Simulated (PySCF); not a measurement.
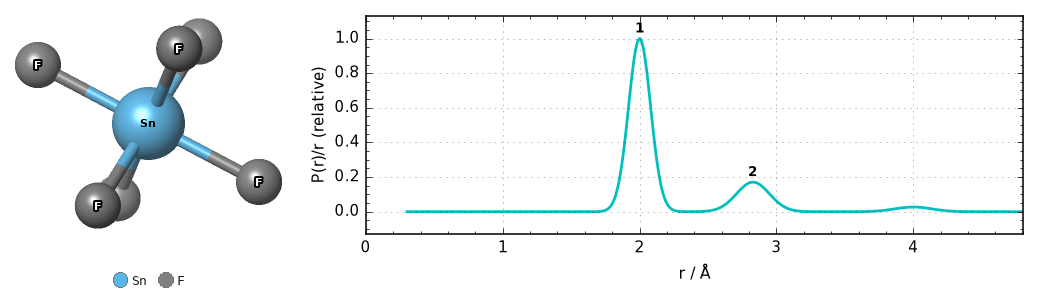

Simulated gas electron diffraction: radial distribution curve of F6Sn (charge -2, ignored in the scattering factors). Each pair of atoms contributes with weight ZᵢZⱼ/r; damping constant 0.002 Å²; vibrational amplitudes assumed, not computed: 0.05 Å for bonds, 0.078 Å for bonds to H, 0.06 + 0.015 r up to 0.15 Å for other pairs. The geometry is the end point of an optimisation (PySCF 2.14.0, density-fitted response routines, PBE0-D3(BJ)/def2-SVP geometry optimisation, gas phase); it may be a saddle point or a higher isomer.

Q: Assign the numbered peaks of the radial distribution curve (– bonded, ··· not bonded).

A: Peak 1, 2.00 Å: Sn–F 2.00 Å (×6)
Peak 2, 2.83 Å: F···F 2.83 Å (×12)
